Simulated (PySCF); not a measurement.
**C$_{5}$H$_{5}$P, SMILES `c1ccpcc1`: what the electrons do**

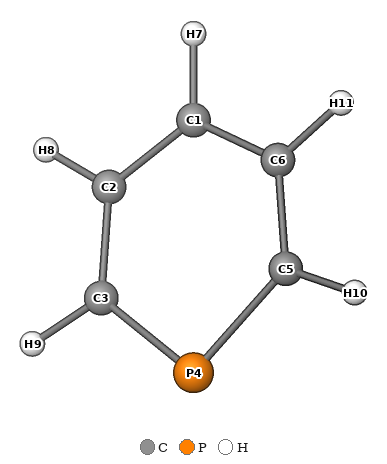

The molecule, with its atoms numbered as below. No frequency check shows the geometry to be a minimum.

Cartesian coordinates (Å):

```
C1      -1.6776   -0.0000    0.0000
C2      -1.0107   -1.2152    0.0000
C3       0.3636   -1.3275    0.0000
P4       1.4797    0.0000    0.0000
C5       0.3635    1.3275    0.0000
C6      -1.0108    1.2151    0.0000
H7      -2.7583   -0.0001    0.0000
H8      -1.6009   -2.1234    0.0000
H9       0.7983   -2.3199    0.0000
H10      0.7981    2.3200    0.0000
H11     -1.6011    2.1233    0.0000
```

### 1. Bonding charge

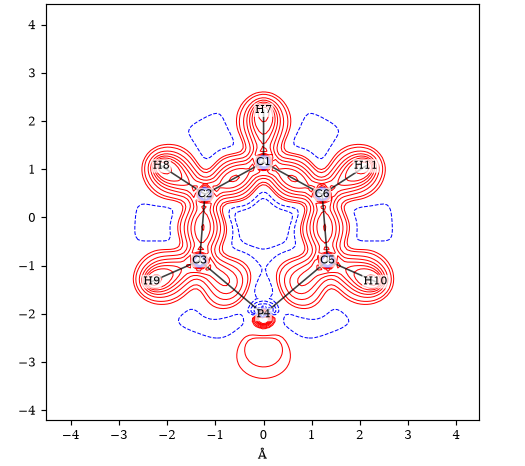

Deformation density (molecule less spherical, spin-averaged free atoms) in the molecular plane; contours at ±0.05 to ±0.8 e/Å³; solid red lines: gain, dashed blue lines: loss.

PySCF calculation, M06-2X/6-31G*, gas phase; geometry: GFN2-xTB.

**How much density has each bond in this plane gained at its critical point, relative to the free atoms?**

C1–H7: +0.68 e/Å³ at the bond critical point (bond length 1.08 Å, Mayer order 0.9). C2–H8 and C6–H11: +0.68 e/Å³ at the bond critical point (bond length 1.08 Å, Mayer order 0.9). C3–H9 and C5–H10: +0.66 e/Å³ at the bond critical point (bond length 1.08 Å, Mayer order 0.9). C1–C6 and C1–C2: +0.62 e/Å³ at the bond critical point (bond length 1.39 Å, Mayer order 1.5). C2–C3 and C5–C6: +0.61 e/Å³ at the bond critical point (bond length 1.38 Å, Mayer order 1.5). C3–P4 and P4–C5: +0.17 e/Å³ at the bond critical point (bond length 1.73 Å, Mayer order 1.4). In all, 2.5 electrons gather in the regions of gain relative to the promolecule.

**Where do the Hirshfeld charges lie?**

The highest Hirshfeld charge is on P4 (+0.05 e), the lowest on C3 and C5 (−0.10 e).

### 2. Bond critical points

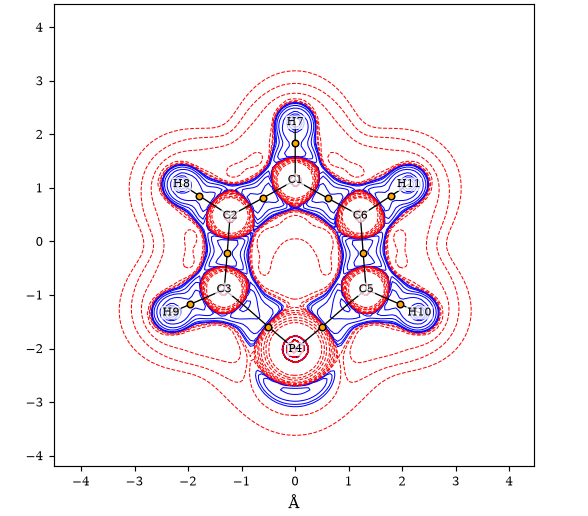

Negative Laplacian of the density (−∇²ρ) in the molecular plane (solid blue lines positive, dashed red lines negative, contours at ±0.02 to ±8 a.u.), with bond paths and bond critical points (dots).

**Sort the bonds in the plane by the sign of ∇²ρ at their critical points.**

Concentrated (∇²ρ < 0): C2–C3 and C5–C6 (−0.88 a.u.); C1–C6 and C1–C2 (−0.89 a.u.); C1–H7 (−0.98 a.u.); C2–H8 and C6–H11 (−0.97 a.u.); C3–H9 and C5–H10 (−0.96 a.u.). Depleted (∇²ρ > 0): C3–P4 and P4–C5 (+0.29 a.u., H = −0.149). A positive Laplacian with clearly negative H marks a strongly polar covalent bond, whose critical point lies close to the core of the less electronegative atom.

**Where along C3–H9 does the critical point lie?**

0.69 Å from C3 and 0.39 Å from H9.

### 3. Local ionisation energy

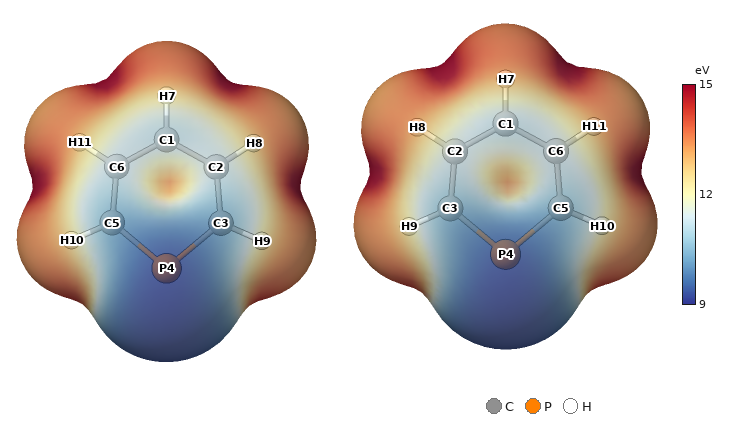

Average local ionisation energy on the surface of electron density 0.001 a.u. (back view left, front view right).

**Locate the minima of the map.**

The lowest value is 9.2 eV, off the molecular plane, over P4 (2.2 Å), and at like points elsewhere. Further minima include 11.1 eV, off the molecular plane, over C1 (2.0 Å), and at like points elsewhere; 13.2 eV, 1.3 Å from H11, and at like points elsewhere. For comparison, the highest occupied orbital lies at −7.9 eV.

**What volume does the surface enclose, and what is the dipole moment?**

About 125 Å³; the dipole moment is 1.7 D.

### 4. Removing or adding an electron

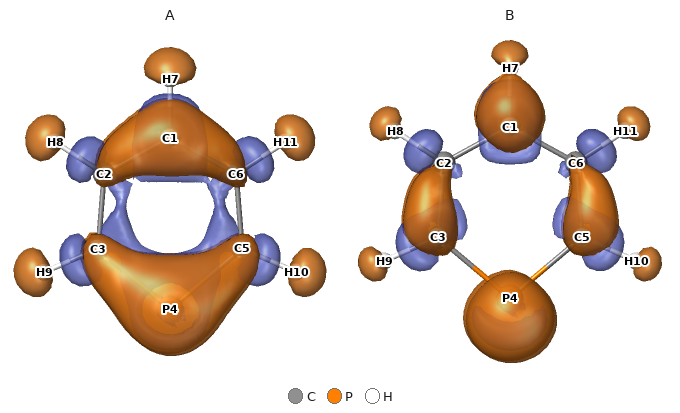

The two Fukui functions at ±0.02 e/Å³ (orange positive, blue negative).

Computed with PySCF, PBE0/6-311+G**, geometry: GFN2-xTB.

**Which panel is f⁻ (electron removed) and which f⁺ (electron added)?**

A is f⁻, B is f⁺. f⁻ (Hirshfeld-condensed) is largest on P4 (0.33); the vertical ionisation energy is 9.08 eV (the stability of the cation's solution wasn't checked). f⁺ (Hirshfeld-condensed) is largest on P4 (0.36); the vertical electron affinity is −0.22 eV (the stability of the anion's solution wasn't checked; negative: at this level and geometry the extra electron isn't bound, and the finite basis holds it).

**What chemical potential and hardness follow from the two energies?**

μ = −(I + A)/2 = −4.43 eV and η = I − A = 9.30 eV.

### 5. Stretching a bond

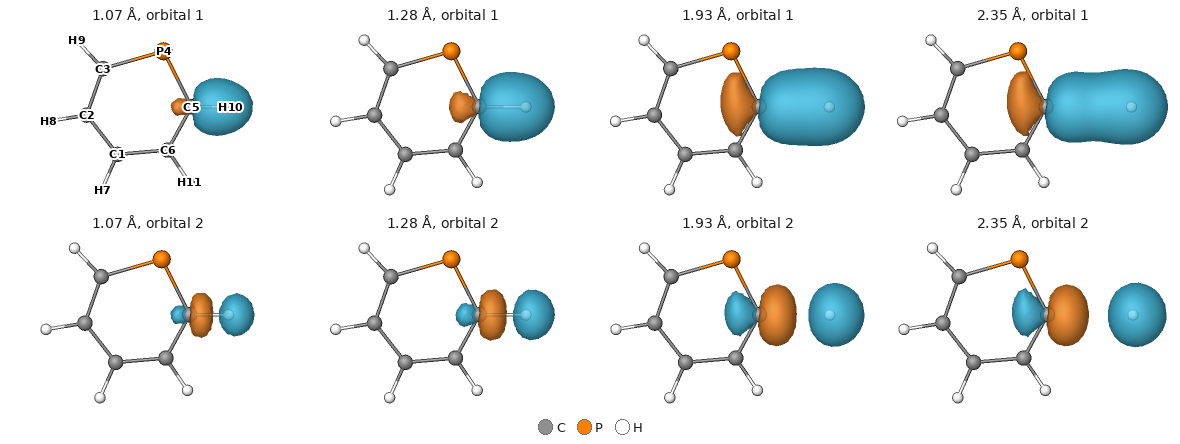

Rigid stretch of the C5–H10 bond. The two CASSCF(2,2) natural orbitals nearest half filling (orbital 1 the more occupied).

Level of theory: 6-31G* basis (PySCF), at a geometry from GFN2-xTB.

**How do the occupations change along the stretch?**

1.07 Å: 1.98 and 0.02; 1.28 Å: 1.97 and 0.03; 1.93 Å: 1.81 and 0.19; 2.35 Å: 1.60 and 0.40. At the longest distance computed (3.00 Å) they are 1.27 and 0.73, and the effective number of unpaired electrons is 1.7.

UHF's ⟨S²⟩ passes 1 along the scan (up to 1.82), so it also polarises electrons outside the stretched bond; its energy lowering isn't due to that bond alone.

UHF already breaks spin symmetry near equilibrium here (⟨S²⟩ = 0.68 at 1.07 Å), for reasons apart from this bond.

**How much energy does the stretch cost?**

By CASSCF, 4.5 eV from the lowest point of the scan (1.07 Å) to 3.00 Å; RHF gives 7.7 eV from its own lowest point. The fragments aren't relaxed and dynamic correlation is missing, so this isn't a bond dissociation energy.

The PySCF runs shown took 19 s, 88 s and 4.6 min on 1 thread of AMD EPYC 7R43 64-Core Processor (Zen 3) (shared host).
